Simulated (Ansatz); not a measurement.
**NHO (triplet): wB97M-V, B2PLYP over vertical spin and charge gaps, def2-QZVPP**

Aim: run NHO (triplet) with these functionals over vertical spin and charge gaps, and hold them against the top wave-function level at the same points.

Program: Ansatz 0.2.0, Gaussian basis. Level of theory: def2-QZVPP, all electrons in the functionals, frozen cores in the correlation of double hybrids and RPA. These are calculated values, not measurements.

The runs, in order: wB97M-V, B2PLYP, at charge 0, triplet; charge 0, singlet; charge 0, quintet; charge 1, doublet; charge 1, quartet.

2 further runs of the same task are left out: 2 set aside as unsound or not needed.

## Step 1: What is computed

The geometry is a PBE0/def2-TZVP stationary point (not a proven minimum).

3 atoms, charge 0, spin multiplicity 3.

Atoms are counted from 1 here; the program's logs count them from 0.

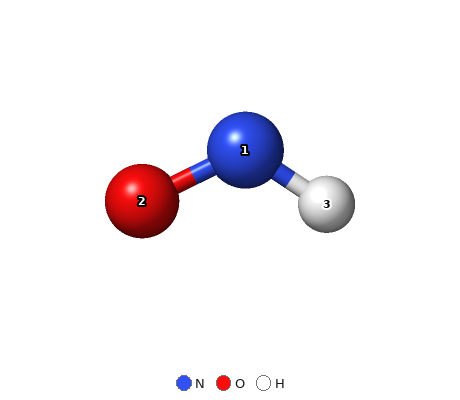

The geometry (nitrogen blue, oxygen red, hydrogen white); atoms are numbered from 1 in the order of the file.

No dispersion term is added; wB97M-V holds VV10 nonlocal correlation.

The geometry shown and the zero of energy belong to the point charge 0, triplet. The yardstick, UCCSD(T), and other wave-function levels (R restricted, U unrestricted, valence and pair active spaces) come from earlier runs.

## Step 2: wB97M-V, charge 0, triplet

File in.yaml:

```yaml
crystal:
  periodic: [false, false, false]
  atoms:
    - {symbol: N, position_ang: [0.000000, -0.123149, 0.597204]}
    - {symbol: O, position_ang: [0.000000, 0.065186, -0.601149]}
    - {symbol: H, position_ang: [0.000000, 0.676603, 1.243294]}
basis:
  gaussian: {orbitals: "def2-QZVPP.json"}
magnetization: {spin_polarized: true, initial_magnetization: 2}
hamiltonian: {xc: {name: wB97M-V}}
output: {orbitals: {seedname: orbitals}}
```

Started as:

```bash
$ ansatz run in.yaml --threads 1 --pin off --events-out ev --progress --plain --max-ram 2393MiB
```

Output, shortened:

```text
Functional definition: wB97M-V
  name "wB97M-V"
  cite "Mardirossian & Head-Gordon, J. Chem. Phys. 144, 214110 (2016) doi:10.1063/1.4952647"
  cite "Becke, J. Chem. Phys. 107, 8554 (1997) doi:10.1063/1.475007"
  cite "Vydrov & Van Voorhis, J. Chem. Phys. 133, 244103 (2010) doi:10.1063/1.3521275"
  # Of w^i u^j: cxij and so on, Table III.
[...]
  gx(w, u) = 1 - cx + cx01*u + cx10*w
  gss(w, u) = css00 + css04*u^4 + css10*w + css20*w^2 + css43*w^4*u^3
  gos(w, u) = cos00 + cos10*w + (cos20 + cos21*u)*w^2 + (cos60 + cos61*u)*w^6
[...]
      + integral(e_c_pw_mod_opposite_spin*gos(b97_w_opposite, b97_u_opposite)) + vv10(b, c)
415 factors; their error is unknown
104 factors; integrals over basis functions are off by at most 2.2e-5 eV
[...]
mean field -3550.46343408 eV, -130.4771246118 hartree, gradient 4.0e-5 eV, S^2 2.007480; 0 other end points of the search recorded, 0 dependent functions left out
reference -3550.46346331 eV, -130.4771256862 hartree; 9, 7 occupied and 135, 137 virtual orbitals, 415 factors
Total energy: -3550.46346331 eV, -130.4771256862 hartree
```

It took 6 s on 1 thread of Arm Neoverse V2, shared host.

From the report: ⟨S²⟩ of the determinant 2.007 (pure triplet: 2.00).

## Step 3: wB97M-V, charge 0, singlet

Changes to in.yaml since step 2:

```diff
@@ -8,3 +8,3 @@
   gaussian: {orbitals: "def2-QZVPP.json"}
-magnetization: {spin_polarized: true, initial_magnetization: 2}
+magnetization: {spin_polarized: true, initial_magnetization: 0}
 hamiltonian: {xc: {name: wB97M-V}}
```

Same command.

Output, shortened:

```text
Functional definition: wB97M-V
  name "wB97M-V"
  cite "Mardirossian & Head-Gordon, J. Chem. Phys. 144, 214110 (2016) doi:10.1063/1.4952647"
  cite "Becke, J. Chem. Phys. 107, 8554 (1997) doi:10.1063/1.475007"
  cite "Vydrov & Van Voorhis, J. Chem. Phys. 133, 244103 (2010) doi:10.1063/1.3521275"
  # Of w^i u^j: cxij and so on, Table III.
[...]
  gx(w, u) = 1 - cx + cx01*u + cx10*w
  gss(w, u) = css00 + css04*u^4 + css10*w + css20*w^2 + css43*w^4*u^3
  gos(w, u) = cos00 + cos10*w + (cos20 + cos21*u)*w^2 + (cos60 + cos61*u)*w^6
[...]
      + integral(e_c_pw_mod_opposite_spin*gos(b97_w_opposite, b97_u_opposite)) + vv10(b, c)
415 factors; their error is unknown
104 factors; integrals over basis functions are off by at most 2.2e-5 eV
[...]
mean field -3550.89324263 eV, -130.4929197849 hartree, gradient 4.2e-6 eV, S^2 0.000000; 1 other end points of the search recorded, 0 dependent functions left out
reference -3550.89327202 eV, -130.4929208648 hartree; 8, 8 occupied and 136, 136 virtual orbitals, 415 factors
Total energy: -3550.89327202 eV, -130.4929208648 hartree
```

Run time: 16 s. Hardware: 1 thread of Arm Neoverse V2, shared host; peak memory 0.29 GiB.

From the report: ⟨S²⟩ of the determinant 0.000 (pure singlet: 0.00).

From charge 0, triplet: -9.9 kcal/mol.

## Step 4: wB97M-V, charge 0, quintet

Changes to in.yaml since step 3:

```diff
@@ -8,3 +8,3 @@
   gaussian: {orbitals: "def2-QZVPP.json"}
-magnetization: {spin_polarized: true, initial_magnetization: 0}
+magnetization: {spin_polarized: true, initial_magnetization: 4}
 hamiltonian: {xc: {name: wB97M-V}}
```

Same command.

Output, shortened:

```text
Functional definition: wB97M-V
  name "wB97M-V"
  cite "Mardirossian & Head-Gordon, J. Chem. Phys. 144, 214110 (2016) doi:10.1063/1.4952647"
  cite "Becke, J. Chem. Phys. 107, 8554 (1997) doi:10.1063/1.475007"
  cite "Vydrov & Van Voorhis, J. Chem. Phys. 133, 244103 (2010) doi:10.1063/1.3521275"
  # Of w^i u^j: cxij and so on, Table III.
[...]
  gx(w, u) = 1 - cx + cx01*u + cx10*w
  gss(w, u) = css00 + css04*u^4 + css10*w + css20*w^2 + css43*w^4*u^3
  gos(w, u) = cos00 + cos10*w + (cos20 + cos21*u)*w^2 + (cos60 + cos61*u)*w^6
[...]
      + integral(e_c_pw_mod_opposite_spin*gos(b97_w_opposite, b97_u_opposite)) + vv10(b, c)
415 factors; their error is unknown
104 factors; integrals over basis functions are off by at most 2.2e-5 eV
[...]
mean field -3539.70704308 eV, -130.0818345334 hartree, gradient 6.6e-6 eV, S^2 6.006040; 1 other end points of the search recorded, 0 dependent functions left out
reference -3539.70707010 eV, -130.0818355266 hartree; 10, 6 occupied and 134, 138 virtual orbitals, 415 factors
Total energy: -3539.70707010 eV, -130.0818355266 hartree
```

Run time: 18 s. Hardware: 1 thread of Arm Neoverse V2, shared host; peak memory 0.29 GiB.

From the report: ⟨S²⟩ of the determinant 6.006 (pure quintet: 6.00).

From charge 0, triplet: +248.0 kcal/mol.

## Step 5: wB97M-V, charge 1, doublet

Changes to in.yaml since step 4:

```diff
@@ -8,3 +8,4 @@
   gaussian: {orbitals: "def2-QZVPP.json"}
-magnetization: {spin_polarized: true, initial_magnetization: 4}
+total_charge: 1
+magnetization: {spin_polarized: true, initial_magnetization: 1}
 hamiltonian: {xc: {name: wB97M-V}}
```

The command is unchanged.

Output, shortened:

```text
Functional definition: wB97M-V
  name "wB97M-V"
  cite "Mardirossian & Head-Gordon, J. Chem. Phys. 144, 214110 (2016) doi:10.1063/1.4952647"
  cite "Becke, J. Chem. Phys. 107, 8554 (1997) doi:10.1063/1.475007"
  cite "Vydrov & Van Voorhis, J. Chem. Phys. 133, 244103 (2010) doi:10.1063/1.3521275"
  # Of w^i u^j: cxij and so on, Table III.
[...]
  gx(w, u) = 1 - cx + cx01*u + cx10*w
  gss(w, u) = css00 + css04*u^4 + css10*w + css20*w^2 + css43*w^4*u^3
  gos(w, u) = cos00 + cos10*w + (cos20 + cos21*u)*w^2 + (cos60 + cos61*u)*w^6
[...]
      + integral(e_c_pw_mod_opposite_spin*gos(b97_w_opposite, b97_u_opposite)) + vv10(b, c)
415 factors; their error is unknown
104 factors; integrals over basis functions are off by at most 2.2e-5 eV
[...]
mean field -3540.51508970 eV, -130.1115296993 hartree, gradient 9.1e-6 eV, S^2 0.753459; 0 other end points of the search recorded, 0 dependent functions left out
reference -3540.51511475 eV, -130.1115306198 hartree; 8, 7 occupied and 136, 137 virtual orbitals, 415 factors
Total energy: -3540.51511475 eV, -130.1115306198 hartree
```

Wall time 6.5 s (1 thread of Arm Neoverse V2, shared host).

From the report: ⟨S²⟩ of the determinant 0.753 (pure doublet: 0.75).

From charge 0, triplet: +229.4 kcal/mol.

## Step 6: wB97M-V, charge 1, quartet

Changes to in.yaml since step 5:

```diff
@@ -9,3 +9,3 @@
 total_charge: 1
-magnetization: {spin_polarized: true, initial_magnetization: 1}
+magnetization: {spin_polarized: true, initial_magnetization: 3}
 hamiltonian: {xc: {name: wB97M-V}}
```

The command is unchanged.

Output, shortened:

```text
Functional definition: wB97M-V
  name "wB97M-V"
  cite "Mardirossian & Head-Gordon, J. Chem. Phys. 144, 214110 (2016) doi:10.1063/1.4952647"
  cite "Becke, J. Chem. Phys. 107, 8554 (1997) doi:10.1063/1.475007"
  cite "Vydrov & Van Voorhis, J. Chem. Phys. 133, 244103 (2010) doi:10.1063/1.3521275"
  # Of w^i u^j: cxij and so on, Table III.
[...]
  gx(w, u) = 1 - cx + cx01*u + cx10*w
  gss(w, u) = css00 + css04*u^4 + css10*w + css20*w^2 + css43*w^4*u^3
  gos(w, u) = cos00 + cos10*w + (cos20 + cos21*u)*w^2 + (cos60 + cos61*u)*w^6
[...]
      + integral(e_c_pw_mod_opposite_spin*gos(b97_w_opposite, b97_u_opposite)) + vv10(b, c)
415 factors; their error is unknown
104 factors; integrals over basis functions are off by at most 2.2e-5 eV
[...]
mean field -3535.78490038 eV, -129.9376984480 hartree, gradient 2.8e-6 eV, S^2 3.756139; 1 other end points of the search recorded, 0 dependent functions left out
reference -3535.78492580 eV, -129.9376993819 hartree; 9, 6 occupied and 135, 138 virtual orbitals, 415 factors
Total energy: -3535.78492580 eV, -129.9376993819 hartree
```

Run time: 15 s. Hardware: 1 thread of Arm Neoverse V2, shared host; peak memory 0.29 GiB.

From the report: ⟨S²⟩ of the determinant 3.756 (pure quartet: 3.75).

From charge 0, triplet: +338.5 kcal/mol.

## Step 7: B2PLYP, charge 0, triplet

File in.yaml:

```yaml
crystal:
  periodic: [false, false, false]
  atoms:
    - {symbol: N, position_ang: [0.000000, -0.123149, 0.597204]}
    - {symbol: O, position_ang: [0.000000, 0.065186, -0.601149]}
    - {symbol: H, position_ang: [0.000000, 0.676603, 1.243294]}
basis:
  gaussian: {orbitals: "def2-QZVPP.json"}
magnetization: {spin_polarized: true, initial_magnetization: 2}
hamiltonian: {xc: {name: B2PLYP}}
correlation: {electrons: outside_noble_gas}
```

Launched as before.

Output, shortened:

```text
Functional definition: B2PLYP
  name "B2PLYP"
  cite "Grimme, J. Chem. Phys. 124, 034108 (2006) doi:10.1063/1.2148954"
  cite "Becke, Phys. Rev. A 38, 3098 (1988) doi:10.1103/PhysRevA.38.3098"
  cite "Lee, Yang & Parr, Phys. Rev. B 37, 785 (1988) doi:10.1103/PhysRevB.37.785"
[...]
905 factors; integrals over basis functions are off by at most 8.4e-4 eV
[...]
mean field -3545.55217820 eV, -130.2966392872 hartree, gradient 6.2e-6 eV, S^2 2.018592; 0 other end points of the search recorded, 0 dependent functions left out
2 core orbitals not correlated: weight in the atoms' cores, before any rotation towards them, 1.000 or more for the frozen orbitals, at most 0.000 for the correlated occupied ones
reference -3545.55228305 eV, -130.2966431405 hartree; 7, 5 occupied and 135, 137 virtual orbitals, 905 factors
second order -14.30623919 eV of doubles, -0.00000000 eV of singles
Total energy: -3549.41496763 eV, -130.4385941806 hartree
```

Run time: 4.3 s. Hardware: 1 thread of Arm Neoverse V2, shared host.

From the report: ⟨S²⟩ of the determinant 2.019 (pure triplet: 2.00).

## Step 8: B2PLYP, charge 0, singlet

Changes to in.yaml since step 7:

```diff
@@ -8,3 +8,3 @@
   gaussian: {orbitals: "def2-QZVPP.json"}
-magnetization: {spin_polarized: true, initial_magnetization: 2}
+magnetization: {spin_polarized: true, initial_magnetization: 0}
 hamiltonian: {xc: {name: B2PLYP}}
```

Same command.

Output, shortened:

```text
Functional definition: B2PLYP
  name "B2PLYP"
  cite "Grimme, J. Chem. Phys. 124, 034108 (2006) doi:10.1063/1.2148954"
  cite "Becke, Phys. Rev. A 38, 3098 (1988) doi:10.1103/PhysRevA.38.3098"
  cite "Lee, Yang & Parr, Phys. Rev. B 37, 785 (1988) doi:10.1103/PhysRevB.37.785"
[...]
905 factors; integrals over basis functions are off by at most 8.4e-4 eV
[...]
mean field -3545.70955051 eV, -130.3024226129 hartree, gradient 2.8e-6 eV, S^2 0.480084; 6 other end points of the search recorded, 0 dependent functions left out
2 core orbitals not correlated: weight in the atoms' cores, before any rotation towards them, 1.000 or more for the frozen orbitals, at most 0.000 for the correlated occupied ones
reference -3545.70965384 eV, -130.3024264103 hartree; 6, 6 occupied and 136, 136 virtual orbitals, 905 factors
second order -15.07773061 eV of doubles, -0.00000000 eV of singles
Total energy: -3549.78064111 eV, -130.4520324329 hartree
```

It took 11 s on 1 thread of Arm Neoverse V2, shared host; peak memory 0.25 GiB.

From the report: ⟨S²⟩ of the determinant 0.480 (pure singlet: 0.00).

From charge 0, triplet: -8.4 kcal/mol.

## Step 9: B2PLYP, charge 0, quintet

Changes to in.yaml since step 8:

```diff
@@ -8,3 +8,3 @@
   gaussian: {orbitals: "def2-QZVPP.json"}
-magnetization: {spin_polarized: true, initial_magnetization: 0}
+magnetization: {spin_polarized: true, initial_magnetization: 4}
 hamiltonian: {xc: {name: B2PLYP}}
```

Same command.

Output, shortened:

```text
Functional definition: B2PLYP
  name "B2PLYP"
  cite "Grimme, J. Chem. Phys. 124, 034108 (2006) doi:10.1063/1.2148954"
  cite "Becke, Phys. Rev. A 38, 3098 (1988) doi:10.1103/PhysRevA.38.3098"
  cite "Lee, Yang & Parr, Phys. Rev. B 37, 785 (1988) doi:10.1103/PhysRevB.37.785"
[...]
905 factors; integrals over basis functions are off by at most 8.4e-4 eV
[...]
a density is far from that of the atoms, so the factors are made again for it
913 factors; integrals over basis functions are off by at most 8.4e-4 eV
[...]
mean field -3535.58773084 eV, -129.9304526010 hartree, gradient 2.6e-6 eV, S^2 6.011971; 3 other end points of the search recorded, 0 dependent functions left out
2 core orbitals not correlated: weight in the atoms' cores, before any rotation towards them, 1.000 or more for the frozen orbitals, at most 0.000 for the correlated occupied ones
reference -3535.58784987 eV, -129.9304569751 hartree; 8, 4 occupied and 134, 138 virtual orbitals, 913 factors
second order -11.30178778 eV of doubles, -0.00000000 eV of singles
Total energy: -3538.63933257 eV, -130.0425968959 hartree
```

Wall time 19 s (1 thread of Arm Neoverse V2, shared host); peak memory 0.27 GiB.

From the report: ⟨S²⟩ of the determinant 6.012 (pure quintet: 6.00).

From charge 0, triplet: +248.5 kcal/mol.

## Step 10: B2PLYP, charge 1, doublet

Changes to in.yaml since step 9:

```diff
@@ -8,3 +8,4 @@
   gaussian: {orbitals: "def2-QZVPP.json"}
-magnetization: {spin_polarized: true, initial_magnetization: 4}
+total_charge: 1
+magnetization: {spin_polarized: true, initial_magnetization: 1}
 hamiltonian: {xc: {name: B2PLYP}}
```

Same command.

Output, shortened:

```text
Functional definition: B2PLYP
  name "B2PLYP"
  cite "Grimme, J. Chem. Phys. 124, 034108 (2006) doi:10.1063/1.2148954"
  cite "Becke, Phys. Rev. A 38, 3098 (1988) doi:10.1103/PhysRevA.38.3098"
  cite "Lee, Yang & Parr, Phys. Rev. B 37, 785 (1988) doi:10.1103/PhysRevB.37.785"
[...]
905 factors; integrals over basis functions are off by at most 8.4e-4 eV
[...]
mean field -3535.40734580 eV, -129.9238235731 hartree, gradient 3.8e-6 eV, S^2 0.780750; 4 other end points of the search recorded, 0 dependent functions left out
2 core orbitals not correlated: weight in the atoms' cores, before any rotation towards them, 1.000 or more for the frozen orbitals, at most 0.000 for the correlated occupied ones
reference -3535.40743392 eV, -129.9238268114 hartree; 6, 5 occupied and 136, 137 virtual orbitals, 905 factors
second order -15.31022886 eV of doubles, -0.00000000 eV of singles
Total energy: -3539.54119571 eV, -130.0757397553 hartree
```

Run time: 8.5 s. Hardware: 1 thread of Arm Neoverse V2, shared host.

From the report: ⟨S²⟩ of the determinant 0.781 (pure doublet: 0.75).

From charge 0, triplet: +227.7 kcal/mol.

## Step 11: B2PLYP, charge 1, quartet

Changes to in.yaml since step 10:

```diff
@@ -9,3 +9,3 @@
 total_charge: 1
-magnetization: {spin_polarized: true, initial_magnetization: 1}
+magnetization: {spin_polarized: true, initial_magnetization: 3}
 hamiltonian: {xc: {name: B2PLYP}}
```

Launched as before.

Output, shortened:

```text
Functional definition: B2PLYP
  name "B2PLYP"
  cite "Grimme, J. Chem. Phys. 124, 034108 (2006) doi:10.1063/1.2148954"
  cite "Becke, Phys. Rev. A 38, 3098 (1988) doi:10.1103/PhysRevA.38.3098"
  cite "Lee, Yang & Parr, Phys. Rev. B 37, 785 (1988) doi:10.1103/PhysRevB.37.785"
[...]
905 factors; integrals over basis functions are off by at most 8.4e-4 eV
[...]
mean field -3531.69112916 eV, -129.7872551305 hartree, gradient 8.8e-6 eV, S^2 3.761694; 2 other end points of the search recorded, 0 dependent functions left out
2 core orbitals not correlated: weight in the atoms' cores, before any rotation towards them, 1.000 or more for the frozen orbitals, at most 0.000 for the correlated occupied ones
reference -3531.69121866 eV, -129.7872584194 hartree; 7, 4 occupied and 135, 138 virtual orbitals, 905 factors
second order -10.96125796 eV of doubles, -0.00000000 eV of singles
Total energy: -3534.65075831 eV, -129.8960194955 hartree
```

Run time: 9 s. Hardware: 1 thread of Arm Neoverse V2, shared host; peak memory 0.27 GiB.

From the report: ⟨S²⟩ of the determinant 3.762 (pure quartet: 3.75).

From charge 0, triplet: +340.5 kcal/mol.

## Step 12: Against the wave-function levels

No level is safe as a reference over these points; UCCSD(T) serves as a yardstick only. It comes from earlier runs at the same points. Energies in kcal/mol, counted from charge 0, triplet; blanks weren't run or aren't comparable.

| level | triplet to singlet | triplet to quintet | ionisation to the doublet cation | ionisation to the quartet cation |
| --- | --- | --- | --- | --- |
| UCCSD(T) |  | 246.1 | 224.2 | 337.8 |
| wB97M-V | -9.9 | 248.0 | 229.4 | 338.5 |
| B2PLYP | -8.4 | 248.5 | 227.7 | 340.5 |

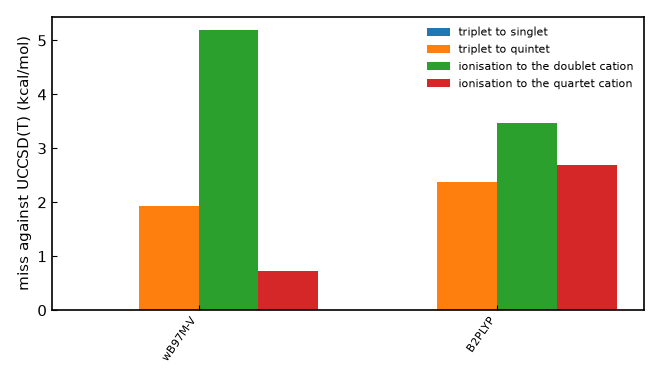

Misses of the gaps against UCCSD(T).

Largest miss and mean time a point (UCCSD(T) took 33 s a point; shared hosts):

| level | largest miss (kcal/mol) | where | time a point |
| --- | --- | --- | --- |
| wB97M-V | +5.2 | ionisation to the doublet cation | 12 s |
| B2PLYP | +3.5 | ionisation to the doublet cation | 10 s |

## Step 13: Results

```
                                  quantity                                             value
              triplet to quintet, UCCSD(T)                                    246.1 kcal/mol
ionisation to the doublet cation, UCCSD(T)                                    224.2 kcal/mol
ionisation to the quartet cation, UCCSD(T)                                    337.8 kcal/mol
                     largest miss, wB97M-V  +5.2 kcal/mol (ionisation to the doublet cation)
                      largest miss, B2PLYP  +3.5 kcal/mol (ionisation to the doublet cation)
```

What this shows: Misses are known at 3 of 4 points at best, and only functionals with that many are ranked. Of the functionals, B2PLYP keep the smallest largest miss at the points compared (at most 3.5 kcal/mol) and wB97M-V strays most (5.2 kcal/mol, at ionisation to the doublet cation). B2PLYP clearly breaks the spin symmetry at some points (⟨S²⟩ up to 0.48 above the pure value), so energy there is bought with a mixed spin. Functionals and the yardstick converge differently with the basis, so part of each miss in def2-QZVPP is the basis. The yardstick itself may be off where one determinant is a poor start.
